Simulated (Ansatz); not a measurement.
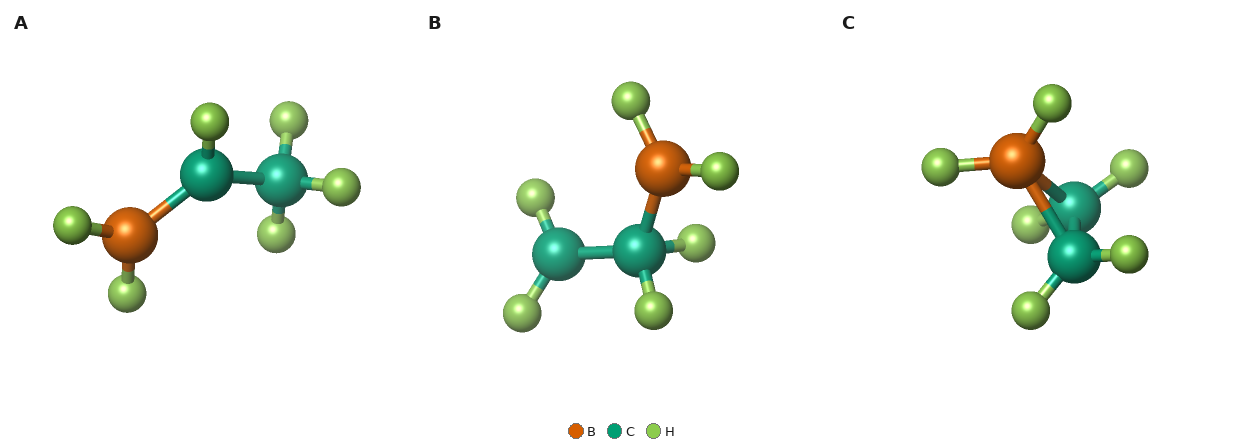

3 stationary structures of one formula. State: neutral, doublet. Geometries: PBE0-D4/def2-TZVP. Electronic energies: UHF-CCSD(T) (frozen core)/def2-TZVPP (Ansatz 0.2.0), without zero-point energy. No frequency run is at hand to confirm each as a minimum. Each is one conformer, not always the lowest.

Which is lowest in energy, and by how much?

Answer. A is lowest; C lies 4.9 kcal/mol above it, B lies 13.5 kcal/mol above it.
